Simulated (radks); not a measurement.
**Atomic calculation, with input and output: Lu²⁺**

- system: the Lu²⁺ ion in the configuration [Xe] 4f14 6s1 (high spin).
- method: scalar-relativistic Kohn-Sham, PBEsol, spin-polarised, spherical densities, finite nucleus (the in-house radial solver radks)

Input file:
```
Z 71
configuration [Xe] 4f14 6s1 5d0 6p0
relativity scalar-relativistic
functional pbe_sol,pbe_sol
spin polarised
nucleus finite rms 5.37 fm
c 137.035999084
```

Energies in input and log are in hartree, lengths in bohr (the nuclear radius in fm).

Hardware: 1 CPU thread, shared host.

The program's output:
```
1s      1   1.0000       -2323.24218545
2s      1   1.0000        -396.03452256
2p      1   3.0000        -348.59950392
3s      1   1.0000         -90.23087282
3p      1   3.0000         -75.99064802
3d      1   5.0000         -58.86589095
4s      1   1.0000         -18.45815806
4p      1   3.0000         -13.78400840
4d      1   5.0000          -7.68260829
4f      1   7.0000          -0.99053915
5s      1   1.0000          -2.88330415
5p      1   3.0000          -1.79680390
6s      1   1.0000          -0.66358807
5d      1   0.0000          -0.62861660
6p      1   0.0000          -0.46314088
1s      2   1.0000       -2323.24163070
2s      2   1.0000        -396.03418077
2p      2   3.0000        -348.59918524
3s      2   1.0000         -90.23073684
3p      2   3.0000         -75.99051238
3d      2   5.0000         -58.86571322
4s      2   1.0000         -18.45794659
4p      2   3.0000         -13.78370325
4d      2   5.0000          -7.68209654
4f      2   7.0000          -0.98895417
5s      2   1.0000          -2.88001048
5p      2   3.0000          -1.79013107
6s      2   0.0000          -0.61887449
5d      2   0.0000          -0.60258328
6p      2   0.0000          -0.41443432
Etot -14556.302338260928
Ekin 15899.496203378156
Encl -35827.73339452193
Eh 5667.146835640033
Exc -295.211982757187
err 1.779159882890999e-09
it 17
```

Orbitals:

| orbital | occupation | energy (eV) | ⟨r⟩ (bohr) | outer maximum (bohr) |
| --- | --- | --- | --- | --- |
| 1s up | 1 | −63218.6 | 0.01933 | 0.0121 |
| 1s down | 1 | −63218.6 | 0.01933 | 0.0121 |
| 2s up | 1 | −10776.6 | 0.08186 | 0.0693 |
| 2s down | 1 | −10776.6 | 0.08186 | 0.0693 |
| 2p up | 3 | −9485.9 | 0.07293 | 0.0566 |
| 2p down | 3 | −9485.9 | 0.07293 | 0.0566 |
| 3s up | 1 | −2455.3 | 0.2127 | 0.196 |
| 3s down | 1 | −2455.3 | 0.2127 | 0.196 |
| 3p up | 3 | −2067.8 | 0.2124 | 0.193 |
| 3p down | 3 | −2067.8 | 0.2124 | 0.193 |
| 3d up | 5 | −1601.8 | 0.1925 | 0.157 |
| 3d down | 5 | −1601.8 | 0.1925 | 0.157 |
| 4s up | 1 | −502.272 | 0.4781 | 0.446 |
| 4s down | 1 | −502.266 | 0.4781 | 0.446 |
| 4p up | 3 | −375.082 | 0.5080 | 0.467 |
| 4p down | 3 | −375.074 | 0.5080 | 0.467 |
| 4d up | 5 | −209.054 | 0.5478 | 0.481 |
| 4d down | 5 | −209.040 | 0.5478 | 0.481 |
| 5s up | 1 | −78.459 | 1.168 | 1.04 |
| 5s down | 1 | −78.369 | 1.167 | 1.04 |
| 5p up | 3 | −48.894 | 1.381 | 1.19 |
| 5p down | 3 | −48.712 | 1.375 | 1.19 |
| 4f up | 7 | −26.954 | 0.7203 | 0.469 |
| 4f down | 7 | −26.911 | 0.7179 | 0.468 |
| 6s up | 1 | −18.057 | 3.037 | 2.74 |
| 5d up | 0 | −17.106 | 2.192 | 1.71 |
| 6s down | 0 | −16.840 | 3.007 | 2.72 |
| 5d down | 0 | −16.397 | 2.134 | 1.68 |
| 6p up | 0 | −12.603 | 3.742 | 3.37 |

Slater integrals of the outer shells (hartree):

```
 integral   value
F0(6s,6s)  0.2962
F0(6s,4f)  0.3853
G3(6s,4f)  0.0148
F0(6s,5p)  0.3638
G1(6s,5p)  0.0322
F0(6s,5s)  0.3708
G0(6s,5s)  0.0171
F0(6s,5d)  0.3333
```

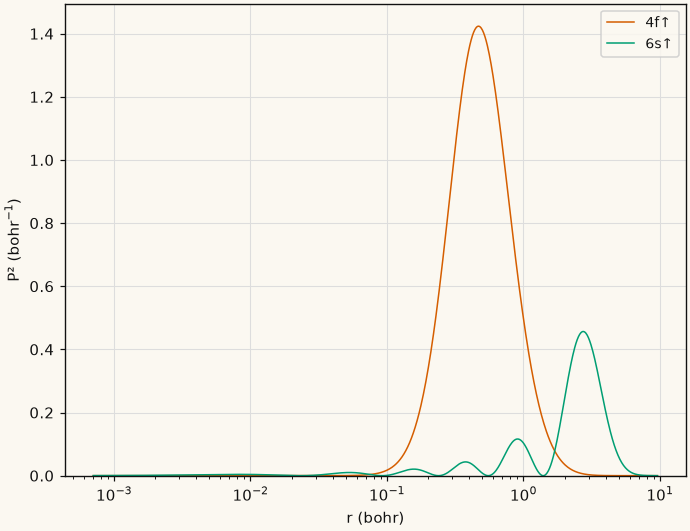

*The radial probability densities P² of 4f up and 6s up.*

4f up: outer maximum at 0.469 bohr, ⟨r⟩ = 0.720 bohr, 0 nodes, eigenvalue −27.0 eV; 6s up: outer maximum at 2.74 bohr, ⟨r⟩ = 3.04 bohr, 5 nodes, eigenvalue −18.1 eV.

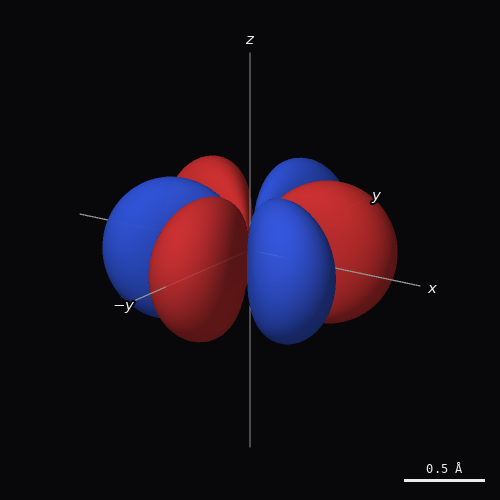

*One occupied orbital of up spin is shown. The surface of constant |ψ| that holds about 95 % of the electron is drawn, red where ψ is positive and blue where it is negative. The radial function comes from the spherical calculation and is multiplied by a real spherical harmonic; the overall sign is chosen so that the largest lobe of P(r) is positive; at the scalar-relativistic level it is the large component.*

It is 4f(y(3x²−y²)) of up spin. It has three nodal planes that hold the z axis and no radial node. The maximum of P² lies at 0.469 bohr, ⟨r⟩ = 0.720 bohr, 90 % of the charge lies within 1.24 bohr, and the eigenvalue is −27.0 eV, with 7 electrons in the shell for this spin.

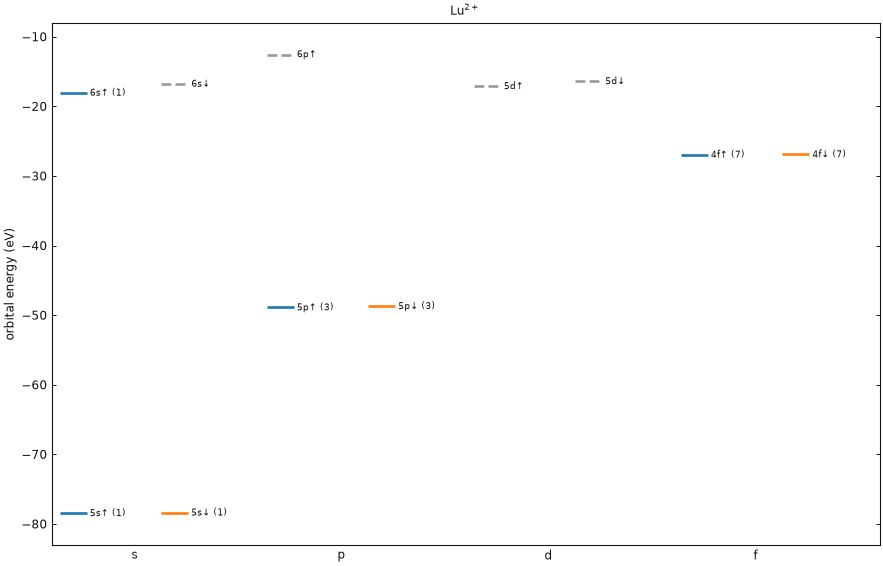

*The outer levels are drawn by angular momentum (occupations in brackets, up spins at the left of each column and down spins at the right, empty levels dashed).*

The highest occupied level is 6s up at −18.1 eV. The highest 3 occupied levels, from the top down, are 6s up (−18.1 eV), 4f down (−26.9 eV), 4f up (−27.0 eV). The lowest empty level drawn is 5d up at −17.1 eV. The largest exchange splitting (down less up) among the shells drawn in both spins is that of 6s, 1.22 eV. The measured ionisation energy (NIST) is 21.0 eV; minus the highest level, 18.1 eV, lies 14 % below it, as is usual for a semilocal functional, whose potential decays too fast.

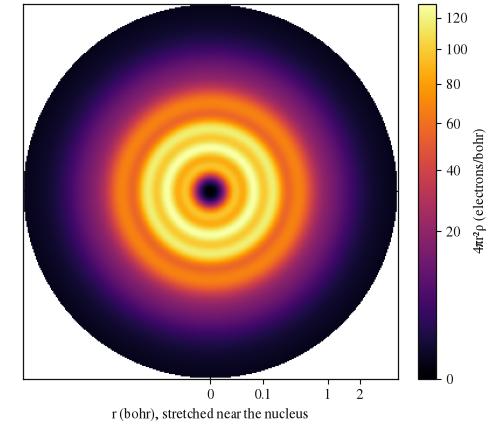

*The radial density 4πr²ρ as a disc about the nucleus, with the radius drawn as r to the power 0.35.*

There are 4 maxima, at r = 0.0132, 0.0597, 0.166 and 0.448 bohr, parted by minima at 0.0254, 0.108 and 0.315 bohr, inside which lie 1.9, 11.1 and 29.7 electrons. The configuration has 6 principal shells, so not every shell has a maximum of its own.

Summary:

- outcome: converged
- total energy: −14556.3023 hartree
- kinetic energy: 15899.4962 hartree
- electron–nucleus energy: −35827.7334 hartree
- Hartree energy: 5667.1468 hartree
- exchange–correlation energy: −295.211983 hartree
- radius at density 0.001 e/bohr³: 4.03 bohr
- SCF iterations: 17
